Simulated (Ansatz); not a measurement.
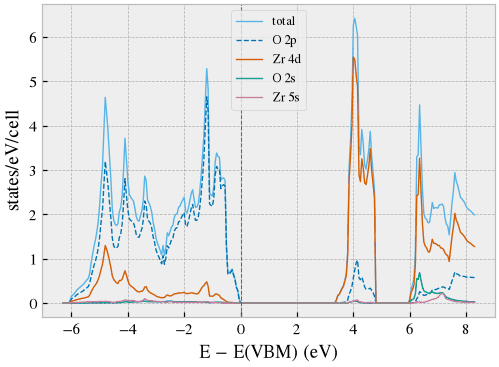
Fig. 1. Total and projected density of states of ZrO2 (fluorite, space group No. 225), PBEsol in the plane-wave PAW code Ansatz

Q: Which orbitals carry the states next to the gap?

A: Top 1 eV of the valence band: O 2p 93 %. Bottom 1 eV of the conduction band: Zr 4d 86 %, O 2p 12 %. Projections are on Löwdin-orthogonalised atomic valence shells; empty p or d shells of many metals are not among them.

Q: Where is the tallest occupied peak in this window, and what makes it?

A: Near -1.2 eV, about 5.3 states/eV per cell; the largest projected share is O 2p.

Space group Fm-3m (fluorite). This is a known high-temperature phase of the composition, computed here at zero pressure and temperature. The PBEsol relaxation kept the symmetry of its start; its stability against distortions is not shown here. The run is not spin-polarised. Scalar-relativistic: spin–orbit coupling is off unless named, which matters more the heavier the elements.

Potentials: the later of the program's two PAW sets.
